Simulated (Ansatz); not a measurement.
## Geometry relaxation, with input and output: BSiH5Cl2 (part 2 of 2)

BSiH5Cl2; RHF/cc-pVDZ (Ansatz 0.2.0). It belongs to a series of runs on one base structure; here: end point B relaxed.

Geometry of the input (Å):
```
B  0.1369  0.4771  -0.3370
Cl -0.1767  -0.3857  2.5891
Cl 1.5526  -0.4351  -0.9032
H  -0.9242  -0.0223  -0.5615
Si 0.4303  2.2761  0.4446
H  1.4949  2.2092  1.4891
H  0.8952  3.2155  -0.6138
H  -0.7912  2.8364  1.0863
H  0.4838  0.7611  2.6431
```

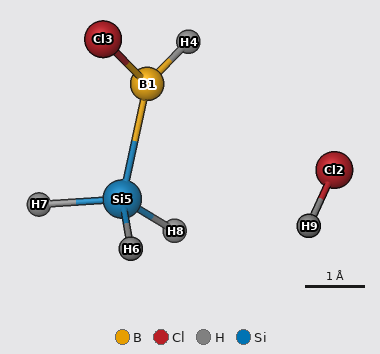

The geometry at step 10 of the log (ball-and-stick view, seen at a tilt; atoms are numbered from 1 in the order of the input).

### Trajectory as extended XYZ, continued
```
9
Properties=species:S:1:pos:R:3:forces:R:3 step=2 energy=-33621.02507
B     0.1349    0.4928   -0.4160    0.0346  -0.3776  -0.0427
Cl   -0.1970   -0.4300    2.6943    0.3159   0.5031   0.1466
Cl    1.5565   -0.4519   -0.9131   -0.0838   0.0613  -0.0416
H    -0.9257   -0.0221   -0.5971    0.0179   0.0419  -0.0913
Si    0.4330    2.3252    0.3981    0.0535   0.2756   0.1125
H     1.4883    2.2363    1.4548    0.0002   0.0069  -0.0800
H     0.8996    3.2678   -0.6515   -0.0073   0.0821  -0.0157
H    -0.7915    2.8580    1.0579   -0.0092   0.0225  -0.0837
H     0.5035    0.6561    2.8096   -0.3217  -0.6157   0.0960
9
Properties=species:S:1:pos:R:3:forces:R:3 step=3 energy=-33621.07507
B     0.1437    0.4860   -0.4474    0.1326   0.0309  -0.1334
Cl   -0.2412   -0.4436    2.8033    0.1583   0.2188   0.0726
Cl    1.5643   -0.4257   -1.0139   -0.1465   0.0689   0.0611
H    -0.9165   -0.0285   -0.6292    0.0164  -0.0155   0.0009
Si    0.4392    2.3463    0.3655    0.0157  -0.1594   0.1799
H     1.4933    2.2496    1.4245   -0.0173   0.0339  -0.0957
H     0.9029    3.2942   -0.6782   -0.0051   0.0646  -0.0496
H    -0.7913    2.8676    1.0238   -0.0006   0.0341  -0.0897
H     0.5072    0.5865    2.9883   -0.1535  -0.2763   0.0539
9
Properties=species:S:1:pos:R:3:forces:R:3 step=4 energy=-33621.09962
B     0.1434    0.5125   -0.5049    0.1579  -0.1269   0.0700
Cl   -0.2446   -0.4837    2.8838    0.1392   0.1962   0.0623
Cl    1.5615   -0.4247   -1.0358   -0.1531   0.1128   0.0155
H    -0.9158   -0.0103   -0.6707    0.0039   0.0292  -0.0637
Si    0.4405    2.3571    0.3363    0.0163  -0.0184   0.0176
H     1.4985    2.2662    1.3875   -0.0323  -0.0048  -0.0438
H     0.8997    3.3166   -0.7022    0.0117   0.0359  -0.0441
H    -0.7976    2.8876    0.9695   -0.0087  -0.0030  -0.0157
H     0.5162    0.5109    3.1733   -0.1350  -0.2210   0.0018
9
Properties=species:S:1:pos:R:3:forces:R:3 step=5 energy=-33621.11072
B     0.1477    0.5243   -0.5254    0.1512  -0.0862  -0.0045
Cl   -0.2605   -0.5142    2.9509    0.1011   0.1413   0.0398
Cl    1.5629   -0.4104   -1.0670   -0.1424   0.0992   0.0345
H    -0.9118    0.0040   -0.6955   -0.0036   0.0091  -0.0324
Si    0.4434    2.3732    0.3060    0.0050  -0.0330   0.0255
H     1.5034    2.2837    1.3523   -0.0141   0.0072  -0.0122
H     0.8984    3.3330   -0.7367   -0.0039   0.0032  -0.0266
H    -0.7979    2.8988    0.9373    0.0013   0.0067  -0.0128
H     0.5161    0.4399    3.3149   -0.0948  -0.1475  -0.0112
9
Properties=species:S:1:pos:R:3:forces:R:3 step=6 energy=-33621.11955
B     0.1502    0.5309   -0.5425    0.0072  -0.0032   0.0111
Cl   -0.2894   -0.4619    2.9606   -0.0013   0.0059   0.0042
Cl    1.5604   -0.3952   -1.0876    0.0054   0.0030  -0.0023
H    -0.9086    0.0129   -0.7269   -0.0081   0.0080  -0.0059
Si    0.4362    2.3795    0.2893   -0.0212  -0.0171   0.0249
H     1.4769    2.3008    1.3541    0.0018   0.0097  -0.0195
H     0.9069    3.3226   -0.7629    0.0081   0.0116  -0.0101
H    -0.8151    2.9184    0.8895    0.0072  -0.0013  -0.0129
H     0.5842    0.3244    3.4633    0.0009  -0.0164   0.0104
9
Properties=species:S:1:pos:R:3:forces:R:3 step=7 energy=-33621.09627 accepted=F
B     0.1525    0.5353   -0.5540   -0.1076   0.0537   0.0225
Cl   -0.3268   -0.3873    2.9490    0.9073   0.5344   0.6226
Cl    1.5616   -0.3838   -1.0945    0.1226  -0.0791  -0.0370
H    -0.9053    0.0185   -0.7510   -0.0069   0.0053   0.0119
Si    0.4281    2.3839    0.2752   -0.0329   0.0285   0.0286
H     1.4564    2.3192    1.3520    0.0050   0.0091  -0.0270
H     0.9089    3.3147   -0.7849    0.0103   0.0124   0.0016
H    -0.8321    2.9311    0.8503    0.0199  -0.0101  -0.0120
H     0.6584    0.2006    3.5946   -0.9178  -0.5542  -0.6113
9
Properties=species:S:1:pos:R:3:forces:R:3 step=8 energy=-33621.12093
B     0.1523    0.5383   -0.5516   -0.0261  -0.0103   0.0158
Cl   -0.3144   -0.4540    2.9910    0.1408   0.1146   0.0818
Cl    1.5639   -0.3895   -1.0847    0.0334  -0.0203  -0.0139
H    -0.9063    0.0211   -0.7411   -0.0045   0.0057  -0.0062
Si    0.4336    2.3872    0.2754   -0.0110   0.0302   0.0133
H     1.4755    2.3189    1.3385    0.0009   0.0009  -0.0034
H     0.9046    3.3263   -0.7816   -0.0010   0.0024  -0.0062
H    -0.8205    2.9276    0.8680    0.0083  -0.0022  -0.0049
H     0.6131    0.2565    3.5230   -0.1408  -0.1209  -0.0763
9
Properties=species:S:1:pos:R:3:forces:R:3 step=9 energy=-33621.12195
B     0.1538    0.5404   -0.5560   -0.0132   0.0135   0.0103
Cl   -0.3287   -0.4281    2.9945    0.1457   0.0985   0.0950
Cl    1.5680   -0.3866   -1.0854    0.0227  -0.0211  -0.0088
H    -0.9045    0.0238   -0.7485   -0.0023  -0.0033  -0.0024
Si    0.4321    2.3928    0.2662   -0.0063   0.0136   0.0170
H     1.4761    2.3315    1.3278    0.0002   0.0018  -0.0087
H     0.8982    3.3290   -0.7958   -0.0025   0.0014  -0.0047
H    -0.8227    2.9310    0.8585    0.0039   0.0020  -0.0050
H     0.6294    0.1985    3.5756   -0.1482  -0.1062  -0.0926
9
Properties=species:S:1:pos:R:3:forces:R:3 step=10 energy=-33621.12353
B     0.1629    0.5423   -0.5449   -0.0485  -0.0250  -0.0153
Cl   -0.3667   -0.4034    3.0061   -0.0002   0.0025   0.0009
Cl    1.5754   -0.3962   -1.0632    0.0114   0.0172   0.0144
H    -0.8950    0.0236   -0.7402    0.0135   0.0151   0.0078
Si    0.4299    2.4044    0.2611    0.0228  -0.0007  -0.0013
H     1.4836    2.3601    1.3128    0.0051   0.0047   0.0065
H     0.8812    3.3328   -0.8142   -0.0041   0.0032  -0.0058
H    -0.8237    2.9406    0.8571   -0.0009  -0.0090  -0.0067
H     0.6541    0.1280    3.5622    0.0009  -0.0080  -0.0004
9
Properties=species:S:1:pos:R:3:forces:R:3 step=11 energy=-33621.11931 accepted=F
B     0.1551    0.5455   -0.5419    0.2073   0.1111   0.1575
Cl   -0.4045   -0.3713    3.0296    0.0016   0.0035  -0.0050
Cl    1.5858   -0.4010   -0.9975   -0.0735  -0.0565  -0.0428
H    -0.9077    0.0419   -0.7342   -0.0002  -0.0524  -0.0702
Si    0.4423    2.4137    0.2530   -0.1702  -0.0307  -0.0461
H     1.4841    2.4016    1.3188   -0.0006  -0.0339  -0.0484
H     0.8739    3.3403   -0.8325    0.0276  -0.0056   0.0129
H    -0.8317    2.9212    0.8279    0.0059   0.0725   0.0384
H     0.7045    0.0403    3.5135    0.0022  -0.0079   0.0038
9
Properties=species:S:1:pos:R:3:forces:R:3 step=12 energy=-33621.12437
B     0.1617    0.5438   -0.5386   -0.0142   0.0015  -0.0042
Cl   -0.3828   -0.3867    3.0125    0.0045   0.0040   0.0023
Cl    1.5797   -0.3980   -1.0361    0.0025   0.0035   0.0088
H    -0.8954    0.0270   -0.7394    0.0051   0.0006   0.0008
Si    0.4284    2.4109    0.2562    0.0070  -0.0010   0.0031
H     1.4798    2.3755    1.3110    0.0016   0.0024  -0.0024
H     0.8794    3.3330   -0.8250   -0.0023  -0.0011  -0.0025
H    -0.8279    2.9478    0.8452   -0.0006  -0.0008  -0.0029
H     0.6789    0.0790    3.5510   -0.0035  -0.0092  -0.0029
9
Properties=species:S:1:pos:R:3:forces:R:3 step=13 energy=-33621.12402 accepted=F
B     0.1609    0.5481   -0.5308    0.0319   0.0015   0.0556
Cl   -0.4076   -0.3514    3.0139    0.2647   0.0811   0.1240
Cl    1.5870   -0.4065   -0.9826   -0.0233   0.0067  -0.0045
H    -0.8948    0.0321   -0.7377   -0.0013  -0.0072  -0.0266
Si    0.4244    2.4224    0.2493   -0.0010   0.0002  -0.0162
H     1.4764    2.4013    1.3041   -0.0059  -0.0018  -0.0112
H     0.8714    3.3343   -0.8427   -0.0003   0.0021   0.0023
H    -0.8349    2.9602    0.8307   -0.0003   0.0042   0.0016
H     0.7189   -0.0082    3.5328   -0.2645  -0.0869  -0.1249
9
Properties=species:S:1:pos:R:3:forces:R:3 step=14 energy=-33621.12493
B     0.1608    0.5447   -0.5282    0.0095   0.0250  -0.0212
Cl   -0.3936   -0.3774    3.0117    0.0283   0.0127   0.0140
Cl    1.5829   -0.4010   -1.0076   -0.0058  -0.0057   0.0113
H    -0.8956    0.0308   -0.7377    0.0017  -0.0099   0.0060
Si    0.4275    2.4183    0.2518   -0.0038  -0.0099   0.0104
H     1.4807    2.3926    1.3050   -0.0010   0.0043  -0.0043
H     0.8743    3.3331   -0.8376   -0.0018  -0.0052  -0.0025
H    -0.8300    2.9561    0.8373    0.0002   0.0062   0.0015
H     0.6948    0.0350    3.5421   -0.0273  -0.0174  -0.0153
9
Properties=species:S:1:pos:R:3:forces:R:3 step=15 energy=-33621.12499
B     0.1594    0.5523   -0.5315    0.0208  -0.0413   0.0892
Cl   -0.3991   -0.3701    3.0104    0.0794   0.0289   0.0403
Cl    1.5853   -0.4123   -0.9636   -0.0223   0.0212  -0.0134
H    -0.8954    0.0350   -0.7406   -0.0004   0.0101  -0.0378
Si    0.4234    2.4266    0.2471    0.0112   0.0120  -0.0333
H     1.4804    2.4063    1.2966   -0.0068  -0.0035  -0.0049
H     0.8676    3.3350   -0.8487   -0.0014   0.0100   0.0024
H    -0.8323    2.9686    0.8327   -0.0009  -0.0047  -0.0009
H     0.7124   -0.0092    3.5345   -0.0796  -0.0328  -0.0414
9
Properties=species:S:1:pos:R:3:forces:R:3 step=16 energy=-33621.12588
B     0.1614    0.5497   -0.5133    0.0463   0.0201   0.0126
Cl   -0.4205   -0.3407    3.0189    0.1711   0.0408   0.0738
Cl    1.5915   -0.4119   -0.9400   -0.0323   0.0019   0.0059
H    -0.8929    0.0369   -0.7341   -0.0003  -0.0143  -0.0103
Si    0.4231    2.4345    0.2419   -0.0079  -0.0058   0.0028
H     1.4795    2.4299    1.2924   -0.0053   0.0006  -0.0121
H     0.8612    3.3345   -0.8635    0.0000  -0.0053   0.0010
H    -0.8358    2.9748    0.8216   -0.0015   0.0071   0.0024
H     0.7341   -0.0754    3.5129   -0.1701  -0.0451  -0.0762
9
Properties=species:S:1:pos:R:3:forces:R:3 step=17 energy=-33621.12656
B     0.1638    0.5503   -0.5099    0.0104   0.0152   0.0102
Cl   -0.4254   -0.3278    3.0231    0.1027   0.0211   0.0426
Cl    1.5927   -0.4139   -0.9315   -0.0120   0.0001   0.0056
H    -0.8899    0.0362   -0.7318   -0.0001  -0.0094  -0.0084
Si    0.4208    2.4371    0.2409    0.0071  -0.0039   0.0040
H     1.4776    2.4349    1.2906   -0.0038   0.0041  -0.0058
H     0.8597    3.3340   -0.8666   -0.0022  -0.0019  -0.0019
H    -0.8380    2.9794    0.8193   -0.0008   0.0004  -0.0013
H     0.7403   -0.0979    3.5028   -0.1014  -0.0258  -0.0448
9
Properties=species:S:1:pos:R:3:forces:R:3 step=18 energy=-33621.12751
B     0.1659    0.5529   -0.4984   -0.0128  -0.0075  -0.0082
Cl   -0.4342   -0.3112    3.0274    0.0004   0.0014  -0.0001
Cl    1.5938   -0.4234   -0.8927    0.0120  -0.0021   0.0070
H    -0.8856    0.0393   -0.7341    0.0001   0.0117   0.0034
Si    0.4198    2.4451    0.2381   -0.0135  -0.0079  -0.0047
H     1.4808    2.4555    1.2812    0.0165   0.0044   0.0143
H     0.8486    3.3350   -0.8785    0.0000   0.0025  -0.0093
H    -0.8388    2.9856    0.8180   -0.0042   0.0034  -0.0002
H     0.7513   -0.1464    3.4758    0.0016  -0.0059  -0.0022
```

### Key numbers

```csv
quantity,value
outcome,converged
total energy,−33621.1275 eV
mean-field energy,−33621.1275 eV
largest force (length of the vector) at the end,0.022 eV/Å
hardware,"2 threads of Arm Neoverse V1, 24 GiB of memory available, shared host"
wall time,26 s (CPU time 48 s)
peak memory,0.19 GiB
```
